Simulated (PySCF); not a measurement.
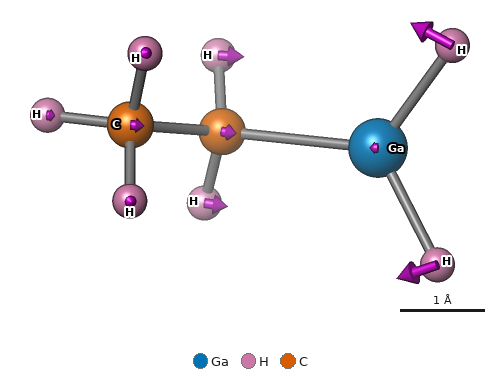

This is a relaxation of C$_{2}$H$_{7}$Ga. The starting structure is drawn; purple arrows show the displacements, 5 times their true length. The two geometries are superimposed by the best rigid fit.

The picture is a ball-and-stick view, seen from a free direction.

The start comes from GFN2-xTB.

All numbers below come from PBE0-D3(BJ)/def2-SVP geometry optimisation, gas phase in PySCF 2.14.0, density-fitted response routines. 

### Which element moves most?

Hydrogen: up to 0.12 Å, against 0.04 Å for carbon.

### What happened in the run?

The largest move after the best rigid fit is that of an H atom, 0.12 Å. Largest moves by element: H 0.12 Å, C 0.04 Å, Ga 0.02 Å. Some distances before and after: C–Ga 2.039 → 1.980 Å, C–H 1.091 → 1.103 Å, Ga–H 1.587 → 1.578 Å, C–C 1.539 → 1.532 Å. Bond angles that change, for instance: H–Ga–H 111.7° → 118.6°, H–Ga–C 124.1° → 120.4°, H–Ga–C 124.2° → 120.9°. The energy falls by 0.064 eV in 3 geometry steps. The largest force component goes from 0.64 to 0.018 eV/Å.
